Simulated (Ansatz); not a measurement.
Start from MgO in the rock salt structure (space group Fm-3m, No. 225; a = 4.214 Å).

Perturbation: the cell is scaled by 0.9850 in all directions, atoms relaxed at fixed cell.

Computed with Ansatz (a quantum-chemistry and plane-wave program) PBEsol, no SOC.

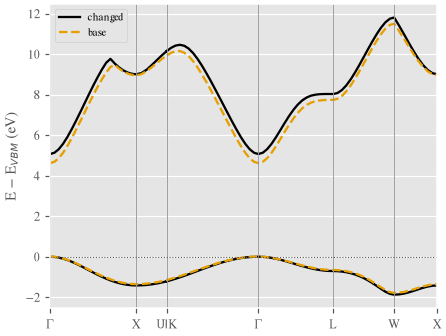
Figure: Highest valence and lowest conduction band along the path, each from its own valence-band maximum

The gap is 5.07 eV, direct at Γ; the base has 4.62 eV.

The cells carry an imposed strain or load. Whether these cells are dynamically stable was not tested.
